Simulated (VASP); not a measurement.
Band structure of Cr (bcc, AFM order). Method: revTPSS meta-GGA, VASP's PBE PAW potentials (set 64) (plane waves; VASP).

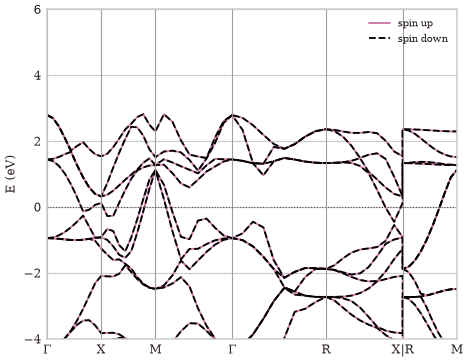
Fig. 1. Bands along high-symmetry lines, zero at the valence-band maximum or, without a gap, the Fermi level

Read the plot: is there a gap, and where are the band edges?

It has no gap at this level: it comes out as a metal or semimetal.

The compound is Cr in the bcc, AFM order structure. It was relaxed first.
